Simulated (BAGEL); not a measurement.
**CH5FSSi (SMILES C[SiH](F)S): HF/STO-3G (density fitting with qzvpp-jkfit)**

Aim: the vertical ionisation energy of CH5FSSi at HF/STO-3G (density fitting with qzvpp-jkfit), from 2 runs. 

The results are computed with BAGEL 1.2.2.

1 further run of the same task is left out (set aside as unsound or not needed). Runs told in other sessions of the task aren't counted.

## Step 1: The system as given

CH5FSSi: 9 atoms, total charge 0, spin state singlet. SMILES: `C[SiH](F)S`. The shape is that of a PBE0-D4/def2-TZVP optimisation. This is one conformer, not always the lowest.

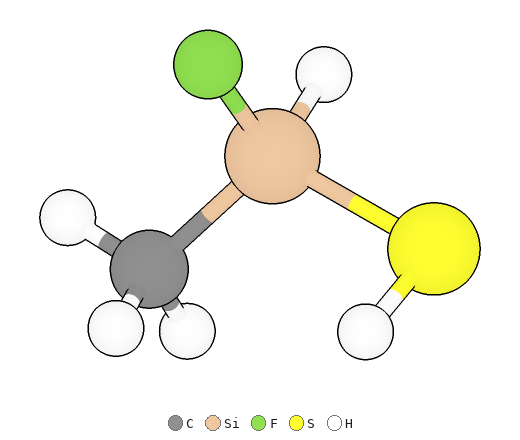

The structure, seen from a chosen angle (carbon grey, silicon light orange, fluorine green, sulfur yellow, hydrogen white).

## Step 2: The energy at HF/STO-3G (density fitting with qzvpp-jkfit)

The input, calc.json:

```json
{ "bagel" : [

{
  "title" : "molecule",
  "basis" : "sto-3g",
  "df_basis" : "qzvpp-jkfit",
  "angstrom" : "true",
  "geometry" : [
    { "atom" : "C", "xyz" : [      -0.235500,       0.468400,      -1.033000 ] },
    { "atom" : "Si", "xyz" : [       0.527400,      -0.559600,       0.304400 ] },
    { "atom" : "F", "xyz" : [       1.929800,       0.112500,       0.687600 ] },
    { "atom" : "S", "xyz" : [      -0.718800,      -0.730200,       2.016900 ] },
    { "atom" : "H", "xyz" : [      -1.176500,       0.025100,      -1.365000 ] },
    { "atom" : "H", "xyz" : [      -0.438600,       1.481600,      -0.677800 ] },
    { "atom" : "H", "xyz" : [       0.439900,       0.537900,      -1.889500 ] },
    { "atom" : "H", "xyz" : [       0.803200,      -1.956200,      -0.102900 ] },
    { "atom" : "H", "xyz" : [      -1.042300,       0.574300,       2.042100 ] }
  ]
},

{ "title" : "hf" },

{ "title" : "print", "file" : "orbitals.molden", "orbitals" : "true" }

]}
```

The run is started by

```sh
$ BAGEL_NUM_THREADS=1 BAGEL calc.json > calc.out
```

Output:

```text
* using 1 threads per process

  ===============================================================
  ===============================================================

  *** Geometry ***

  { "atom" : "C", "xyz" : [     -0.445031,      0.885148,     -1.952087 ] },
  { "atom" : "Si", "xyz" : [      0.996642,     -1.057491,      0.575233 ] },
  { "atom" : "F", "xyz" : [      3.646793,      0.212594,      1.299376 ] },
  { "atom" : "S", "xyz" : [     -1.358335,     -1.379878,      3.811389 ] },
  { "atom" : "H", "xyz" : [     -2.223263,      0.047432,     -2.579476 ] },
  { "atom" : "H", "xyz" : [     -0.828834,      2.799818,     -1.280856 ] },
  { "atom" : "H", "xyz" : [      0.831291,      1.016484,     -3.570638 ] },
  { "atom" : "H", "xyz" : [      1.517828,     -3.696682,     -0.194453 ] },
  { "atom" : "H", "xyz" : [     -1.969662,      1.085270,      3.859010 ] },

  Number of auxiliary basis functions:      498

  Since a DF basis is specified, we compute 2- and 3-index integrals:
    o Being stored without compression. Storage requirement is 0.004 GB

  Number of basis functions:       33
  Number of electrons      :       50

    * METHOD: MOLECULE                             0.19

  *** RHF ***

  === Nuclear Repulsion ===
   225.3147375333

      * DIIS with orbital gradients will be used.

  === RHF iteration (sto-3g) ===
      0       -817.10794913          0.01259959           0.03
      1       -817.18628322          0.00246895           0.03
      2       -817.18933202          0.00065820           0.02
      3       -817.18967040          0.00013972           0.03
      4       -817.18968583          0.00003576           0.02
      5       -817.18968684          0.00000496           0.02
      6       -817.18968685          0.00000080           0.03
      7       -817.18968685          0.00000027           0.03
      8       -817.18968685          0.00000007           0.03
      9       -817.18968685          0.00000001           0.02
     10       -817.18968685          0.00000000           0.02
    * SCF iteration converged.

    * Permanent dipole moment:
           (    0.227292,    -0.199419,     0.483195) a.u.

    * METHOD: HF                                   0.38

    * METHOD: PRINT                                0.00

  ===============================================================
```

It took 0.7 s on 1 thread of Arm Neoverse V1, shared host.

## Step 3: The doublet cation

Changes to calc.json since step 2:

```diff
@@ -6,3 +6,3 @@
   "df_basis" : "qzvpp-jkfit",
-  "angstrom" : "true",
+  "angstrom" : true,
   "geometry" : [
@@ -20,5 +20,13 @@
 
-{ "title" : "hf" },
+{
+  "title" : "uhf",
+  "charge" : 1,
+  "nopen" : 1
+},
 
-{ "title" : "print", "file" : "orbitals.molden", "orbitals" : "true" }
+{
+  "title" : "print",
+  "file" : "orbitals.molden",
+  "orbitals" : true
+}
```

The run is started by

```sh
$ BAGEL_NUM_THREADS=1 BAGEL calc.json > calc.out
```

Output:

```text
* using 1 threads per process

  ===============================================================
  ===============================================================

  *** Geometry ***

  { "atom" : "C", "xyz" : [     -0.445031,      0.885148,     -1.952087 ] },
  { "atom" : "Si", "xyz" : [      0.996642,     -1.057491,      0.575233 ] },
  { "atom" : "F", "xyz" : [      3.646793,      0.212594,      1.299376 ] },
  { "atom" : "S", "xyz" : [     -1.358335,     -1.379878,      3.811389 ] },
  { "atom" : "H", "xyz" : [     -2.223263,      0.047432,     -2.579476 ] },
  { "atom" : "H", "xyz" : [     -0.828834,      2.799818,     -1.280856 ] },
  { "atom" : "H", "xyz" : [      0.831291,      1.016484,     -3.570638 ] },
  { "atom" : "H", "xyz" : [      1.517828,     -3.696682,     -0.194453 ] },
  { "atom" : "H", "xyz" : [     -1.969662,      1.085270,      3.859010 ] },

  Number of auxiliary basis functions:      498

  Since a DF basis is specified, we compute 2- and 3-index integrals:
    o Being stored without compression. Storage requirement is 0.004 GB

  Number of basis functions:       33
  Number of electrons      :       50

    * METHOD: MOLECULE                             0.19

  *** Open-shell HF ***

  === Nuclear Repulsion ===
   225.3147375333

      * DIIS with orbital gradients will be used.

  === UHF iteration (sto-3g) ===
      0       -816.87408492          0.02585077           0.05
      1       -816.96178626          0.00630134           0.05
      2       -816.96741581          0.00190719           0.05
      3       -816.96810411          0.00069969           0.05
      4       -816.96833112          0.00021771           0.05
      5       -816.96837816          0.00016111           0.05
      6       -816.96841235          0.00011253           0.05
      7       -816.96843386          0.00005238           0.05
      8       -816.96843785          0.00001014           0.05
      9       -816.96843903          0.00000382           0.05
     10       -816.96843947          0.00000138           0.05
     11       -816.96843959          0.00000036           0.05
     12       -816.96843961          0.00000016           0.05
     13       -816.96843961          0.00000007           0.05
     14       -816.96843961          0.00000004           0.05
     15       -816.96843961          0.00000003           0.05
     16       -816.96843961          0.00000002           0.05
     17       -816.96843961          0.00000001           0.05
    * SCF iteration converged.

    * S^2 (UHF) is 0.7563

    * Permanent dipole moment:
           (    1.338356,     0.076378,    -0.883805) a.u.

    * METHOD: UHF                                  0.94

    * METHOD: PRINT                                0.00

  ===============================================================
```

Run time: 1.2 s. Hardware: 1 thread of Arm Neoverse V1, shared host.

## Step 4: Outcome

Level: HF/STO-3G (density fitting with qzvpp-jkfit).

| quantity | value |
| --- | --- |
| singlet CH5FSSi: total energy | -817.18969 Eh |
| singlet CH5FSSi: dipole moment | 1.45 D |
| singlet CH5FSSi: HOMO energy | -7.35 eV |
| singlet CH5FSSi: LUMO energy | 10.91 eV |
| singlet CH5FSSi: HOMO–LUMO gap | 18.26 eV |
| doublet cation: total energy | -816.96844 Eh |
| doublet cation: ⟨S²⟩ | 0.756 |
| vertical ionisation energy (to the doublet cation) | 6.020 eV |

**Reading.** Removing an electron at fixed nuclei costs 6.02 eV (139 kcal/mol). The negative HOMO energy of the first species, 7.35 eV, lies 1.33 eV above that difference. In a minimal basis such a difference can be off by several eV, whatever the method.
